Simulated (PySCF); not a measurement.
# [RhO2]+: relaxation and vibrations of the quintet

The task is one start of a wider search on [RhO2]+: the quintet, from a linear start. It is relaxed, tested by its Hessian and followed downhill if it is a saddle.

The runs use PySCF 2.14.0; PBE0, basis Rh def2-TZVP with ECP28, O def2-TZVP, scalar-relativistic core potentials, no spin–orbit coupling, density fitting.

**1. Starting geometry**

3 atoms, charge 1, spin multiplicity 5.

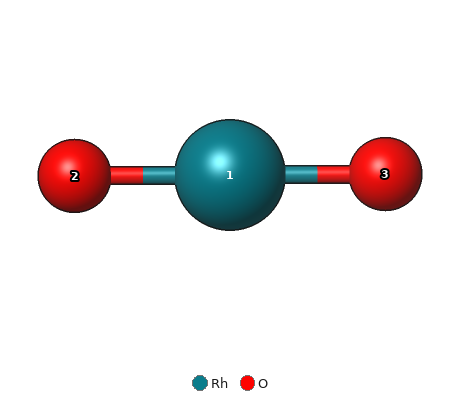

The starting geometry (rhodium blue, oxygen red); atoms are numbered from 1 in the order of the file.

```xyz
3
charge 1 multiplicity 5
Rh    0.0000    0.0000    0.0000
O     0.0000    0.0000    1.6366
O     0.0000    0.0000   -1.6366
```

**2. Relaxing the quintet from the linear start**

The steps below are one call of a driver around PySCF. For each, scf.py gives the equivalent set-up of the SCF; relaxations use the driver's own optimiser. Before each start the driver seeks the lowest SCF state from one or more starting densities and follows internal instabilities, so scf.py alone need not reach the same state.

The program finds D∞h symmetry in the start, which this walk keeps.

scf.py reads:

```python
from pyscf import gto, scf, dft
mol = gto.M(atom='''
Rh     0.000000     0.000000     0.000000
O      0.000000     0.000000     1.636600
O      0.000000     0.000000    -1.636600''',
    basis={'Rh': 'def2-TZVP', 'O': 'def2-TZVP'},
    ecp={'Rh': 'def2-TZVP'},
    charge=1, spin=4)
mf = dft.UKS(mol, xc='PBE0')
mf.grids.atom_grid = (50, 194)
aux = {'Rh': 'def2-universal-JKFIT', 'O': 'def2-universal-JKFIT'}
mf = mf.density_fit(auxbasis=aux)
mf.kernel()
```

Energy and gradient, step by step:

| step | energy (Eh) | change (kJ/mol) | largest symmetric gradient (Eh/bohr) |
| --- | --- | --- | --- |
| 0 | -260.302852 | 0.00 | 0.09709 |
| 1 | -260.318258 | -40.45 | 0.01342 |
| 2 | -260.318719 | -41.66 | 0.00385 |
| 3 | -260.318757 | -41.76 | 0.00026 |
| 4 | -260.318757 | -41.76 | 0.00000 |

The walk needed 18 s of wall time on 4 threads, shared host.

Positions (Å) and forces (eV/Å) along the way:

```
step 0
Rh   0.000   0.000   0.000   0.000   0.000   0.000
O    0.000   0.000   1.637   0.000   0.000   4.993
O    0.000   0.000  -1.637   0.000   0.000  -4.993
step 1
Rh   0.000   0.000   0.000   0.000   0.000   0.000
O    0.000   0.000   1.752   0.000   0.000  -0.690
O    0.000   0.000  -1.752   0.000   0.000   0.690
step 2
Rh   0.000   0.000   0.000   0.000   0.000   0.000
O    0.000   0.000   1.738   0.000   0.000  -0.198
O    0.000   0.000  -1.738   0.000   0.000   0.198
step 3
Rh   0.000   0.000   0.000   0.000   0.000   0.000
O    0.000   0.000   1.732   0.000   0.000   0.013
O    0.000   0.000  -1.732   0.000   0.000  -0.013
step 4
Rh   0.000   0.000   0.000   0.000   0.000   0.000
O    0.000   0.000   1.732   0.000   0.000   0.000
O    0.000   0.000  -1.732   0.000   0.000   0.000
```

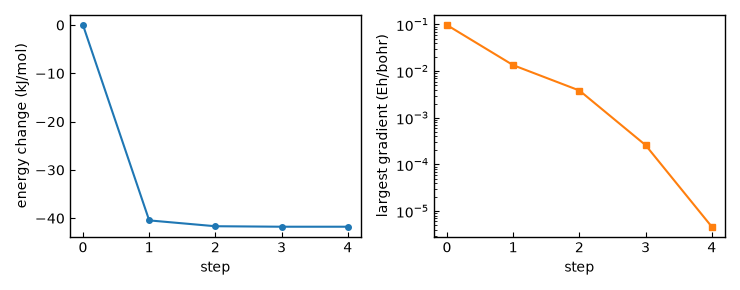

Energy and largest gradient along the walk.

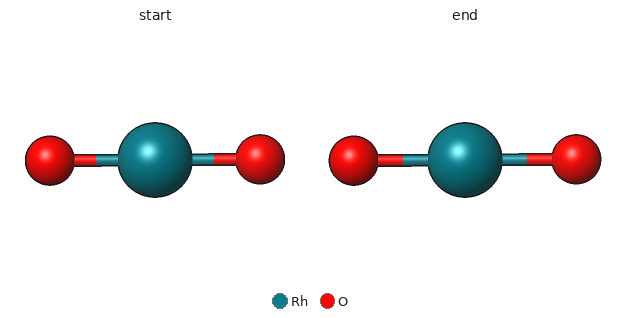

The geometry along the walk, at one scale.

After 4 steps and 41.8 kJ/mol it ends at D∞h: Rh–O 1.732 Å (×2); O–Rh–O 180.0°.

**3. Is it a minimum? Harmonic modes**

The point is checked on the finer grid, and tightened if its gradient asks for it. The Hessian and the dipole derivatives come from central differences of analytic gradients, with steps of 0.01 bohr.

Edit scf.py of step 2 so:

```diff
@@ -3,3 +3,3 @@
-Rh     0.000000     0.000000     0.000000
-O      0.000000     0.000000     1.636600
-O      0.000000     0.000000    -1.636600''',
+Rh    -0.000000     0.000000     0.000000
+O      0.000000     0.000000     1.732393
+O     -0.000000     0.000000    -1.732393''',
@@ -10 +10 @@
-mf.grids.atom_grid = (50, 194)
+mf.grids.atom_grid = (75, 302)
```

The driver hands on the density of the step before, so the log starts near convergence.

SCF at the final geometry:

```text
init E= -260.318722838952
[... the frontier-level lines of each cycle are left out ...]
cycle= 1 E= -260.318722836224  delta_E= 2.73e-09  |g|= 9.06e-05  |ddm|= 6.22e-05
cycle= 2 E= -260.318722792626  delta_E= 4.36e-08  |g|= 0.000351  |ddm|= 0.000226
cycle= 3 E= -260.318722834773  delta_E= -4.21e-08  |g|= 0.000106  |ddm|= 0.000193
cycle= 4 E= -260.318722839323  delta_E= -4.55e-09  |g|= 3.6e-06  |ddm|= 4.83e-05
cycle= 5 E= -260.318722839334  delta_E= -1.16e-11  |g|= 3.63e-06  |ddm|= 1.63e-06
Extra cycle  E= -260.318722839426  delta_E= -9.14e-11  |g|= 5.01e-06  |ddm|= 1.29e-05
converged SCF energy = -260.318722839426  <S^2> = 6.0180795  2S+1 = 5.0072266
```

The whole step took 38 s.

Geometry: D∞h; Rh–O 1.732 Å (×2); O–Rh–O 180.0°.

Modes, for the most abundant isotopes:

```csv
ω (cm⁻¹),IR (km/mol),μ (u),type
291i,12.4,20.00,bend
79,6.4,20.00,bend
582,1.4,20.00,stretch
806,0.0,15.99,stretch
```

With 1 mode imaginary (up to 291i cm⁻¹) this point is a saddle.

Here the density breaks the symmetry of the frame, and no labels are given; pairs that should be degenerate can split.

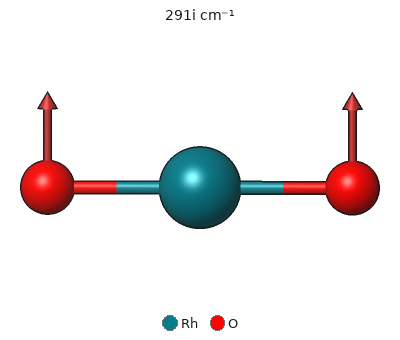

The imaginary mode, as arrows.

Properties at this point:

```
Dipole moment about the centre of mass                          : 0.00 D
Highest occupied level                                          : -16.09 eV
Lowest empty level                                              : -13.66 eV
Rotational constants                                            : 0.1756 cm⁻¹
Zero-point energy (real modes)                                  : 8.8 kJ/mol
Principal polarisabilities                                      : 18.4, 18.7, 60.4 bohr³
Principal traceless quadrupole moments about the centre of mass : -0.85, 0.07, 0.78 D Å
Spin squared ⟨S²⟩                                               : 6.018
```

Charges (e) and bond orders:

```tsv
atom	Mulliken	Löwdin	polar tensor	spin (Mulliken)	Mayer order to Rh1
Rh1	1.22	0.99	1.02	2.26	–
O2,3	-0.11	0.01	-0.01	0.87	1.38
```

Mulliken populations on Rh1 (outside its core potential): s 2.58, p 6.15, d 7.03, f 0.02.

**4. Following the imaginary mode**

The atoms are moved a little along the softest imaginary mode and relaxed again.

The program finds C2v symmetry in the start, which this walk keeps. Threshold on the gradient: 0.0003 Eh/bohr, with a further test on the energy change.

Edit scf.py of step 3 so:

```diff
@@ -3,3 +3,3 @@
-Rh    -0.000000     0.000000     0.000000
-O      0.000000     0.000000     1.732393
-O     -0.000000     0.000000    -1.732393''',
+Rh    -0.037304     0.000000     0.000000
+O      0.120000     0.000000     1.732393
+O      0.120000    -0.000000    -1.732393''',
@@ -10 +10 @@
-mf.grids.atom_grid = (75, 302)
+mf.grids.atom_grid = (50, 194)
```

Steps of the walk:

| step | energy (Eh) | change (kJ/mol) | largest symmetric gradient (Eh/bohr) |
| --- | --- | --- | --- |
| 0 | -260.321971 | 0.00 | 0.02052 |
| 1 | -260.327952 | -15.70 | 0.03286 |
| 2 | -260.339757 | -46.70 | 0.03693 |
| 3 | -260.354577 | -85.61 | 0.02998 |
| 4 | -260.376112 | -142.15 | 0.04785 |
| 5 | -260.385408 | -166.55 | 0.03898 |
| 6 | -260.392598 | -185.43 | 0.05736 |
| 7 | -260.396980 | -196.94 | 0.02508 |
| 8 | -260.397775 | -199.02 | 0.00179 |
| 9 | -260.397828 | -199.16 | 0.00034 |
| 10 | -260.397828 | -199.16 | 0.00004 |

The walk took 43 s.

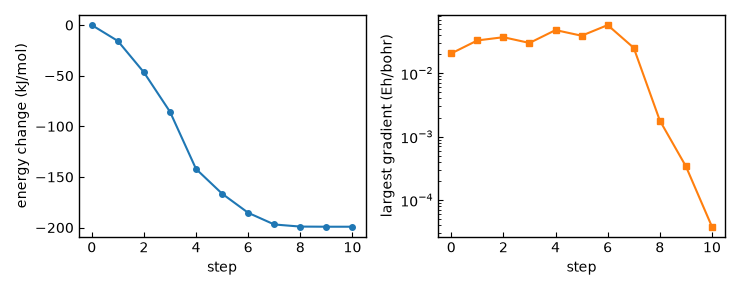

Energy and largest gradient along the walk.

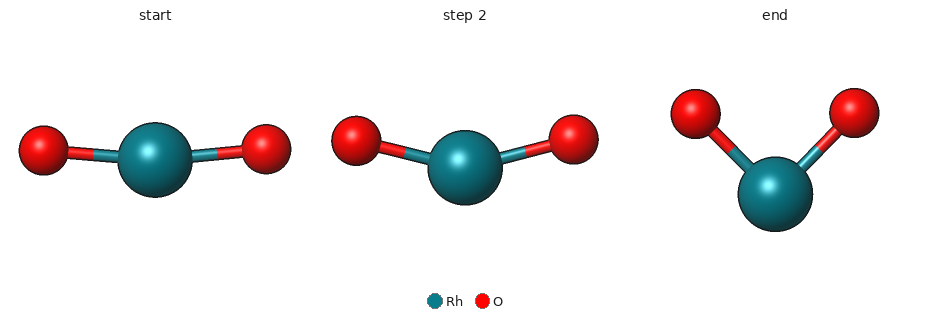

The geometry along the walk, at one scale.

It settles in C2v symmetry, 199.2 kJ/mol below the start, after 10 steps: Rh–O 1.763 Å (×2); O–Rh–O 89.0°.

**5. Hessian and properties**

As before: finer grid, then central differences.

Edit scf.py of step 4 so:

```diff
@@ -3,3 +3,3 @@
-Rh    -0.037304     0.000000     0.000000
-O      0.120000     0.000000     1.732393
-O      0.120000    -0.000000    -1.732393''',
+Rh    -0.298643     0.000000     0.000000
+O      0.959856     0.000000     1.234722
+O      0.959856    -0.000000    -1.234722''',
@@ -10 +10 @@
-mf.grids.atom_grid = (50, 194)
+mf.grids.atom_grid = (75, 302)
```

SCF at the final geometry:

```text
init E= -260.397703665825
[... the frontier-level lines of each cycle are left out ...]
cycle= 1 E= -260.397703640577  delta_E= 2.52e-08  |g|= 0.000257  |ddm|= 0.00019
cycle= 2 E= -260.397703386392  delta_E= 2.54e-07  |g|= 0.000814  |ddm|= 0.000597
cycle= 3 E= -260.397703668357  delta_E= -2.82e-07  |g|= 3.41e-05  |ddm|= 0.000454
cycle= 4 E= -260.397703668773  delta_E= -4.16e-10  |g|= 1.74e-06  |ddm|= 1.52e-05
cycle= 5 E= -260.397703668793  delta_E= -2.02e-11  |g|= 1.06e-06  |ddm|= 1.18e-05
Extra cycle  E= -260.397703668796  delta_E= -2.9e-12  |g|= 9.61e-07  |ddm|= 2.9e-06
converged SCF energy = -260.397703668796  <S^2> = 6.0218259  2S+1 = 5.0087228
```

The whole step took 53 s.

Geometry: C2v; Rh–O 1.763 Å (×2); O–Rh–O 88.9°.

Modes, for the most abundant isotopes:

```
symmetry  ω (cm⁻¹)  IR (km/mol)     type
      a1       245          2.5     bend
      b2       409          3.4  stretch
      a1       834          0.1  stretch
```

All wavenumbers are real: a minimum.

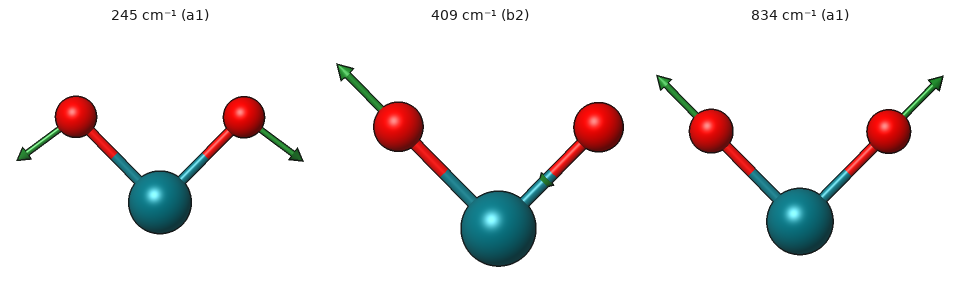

How the atoms move in 3 of the modes.

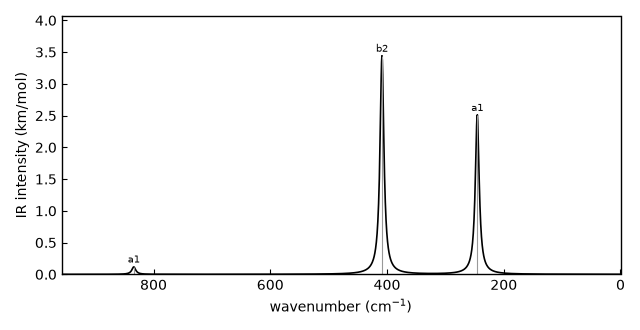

The harmonic infrared spectrum (widths in cm⁻¹). Lines are broadened to a width of 8 cm⁻¹ (Lorentzian).

Properties at this point:

```
Dipole moment about the centre of mass                          : 2.95 D
Highest occupied level                                          : -14.91 eV
Lowest empty level                                              : -11.96 eV
Rotational constants                                            : 0.4362, 0.3457, 0.1928 cm⁻¹
Zero-point energy                                               : 8.9 kJ/mol
Principal polarisabilities                                      : 23.0, 28.9, 39.5 bohr³
Principal traceless quadrupole moments about the centre of mass : -3.47, 0.47, 2.99 D Å
Entropy at 298.15 K and 1 bar (electronic part: spin only)      : 288.1 J/(mol K)
Heat capacity Cp at 298.15 K                                    : 49.2 J/(mol K)
Enthalpy at 298.15 K above 0 K                                  : 12.18 kJ/mol
Rotational symmetry number                                      : 2
Spin squared ⟨S²⟩                                               : 6.022
```

Charges (e) and bond orders:

```json
{"atom": "Rh1", "Mulliken": "1.17", "Löwdin": "0.80", "polar tensor": "0.96", "spin (Mulliken)": "1.31", "Mayer order to Rh1": "–"}
{"atom": "O2,3", "Mulliken": "-0.08", "Löwdin": "0.10", "polar tensor": "0.02", "spin (Mulliken)": "1.34", "Mayer order to Rh1": "1.49"}
```

Mulliken populations on Rh1 (outside its core potential): s 2.31, p 6.11, d 7.41, f 0.01.

**6. The points found, side by side**

| spin | group | bonds | imaginary modes (cm⁻¹) | ΔE (kJ/mol) | with zero-point energy |
| --- | --- | --- | --- | --- | --- |
| quintet | C2v | Rh–O 1.763 Å (×2) | none | 0.0 | 0.0 |
| quintet | D∞h (density of lower symmetry) | Rh–O 1.732 Å (×2) | 291i | 207.4 | – |

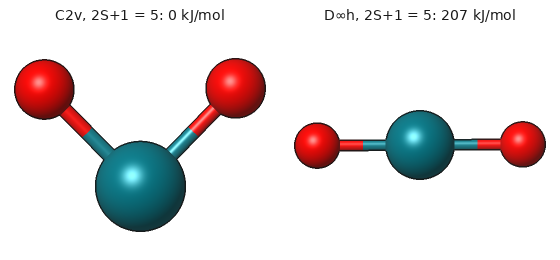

The points, lowest first (rhodium blue, oxygen red).

**7. Results**

| quantity | value |
| --- | --- |
| minimum | quintet, C2v |
| geometry | Rh–O 1.763 Å (×2); O–Rh–O 88.9° |
| wavenumbers (cm⁻¹) | 245 (a1), 409 (b2), 834 (a1) |
| dipole moment (centre of mass) | 2.95 D |
| highest occupied, lowest empty level (either spin) | -14.91, -11.96 eV |
| polar-tensor charge of Rh1 | +0.96 e |
| zero-point energy | 8.9 kJ/mol |
| entropy at 298.15 K | 288.1 J/(mol K) |
| ⟨S²⟩ | 6.022 |

From D∞h at the start the molecule goes to a C2v minimum, after a stop at a saddle point 207.4 kJ/mol higher, from which it was pushed off along an imaginary mode. In the infrared the band at 409 cm⁻¹ (b2, stretch) leads. Other starts or spin states, not run here, may lie lower. One determinant may miss the lowest occupation of an open d or f shell.

The search up to here needed 2.9 min of wall time on 4 threads, shared host.
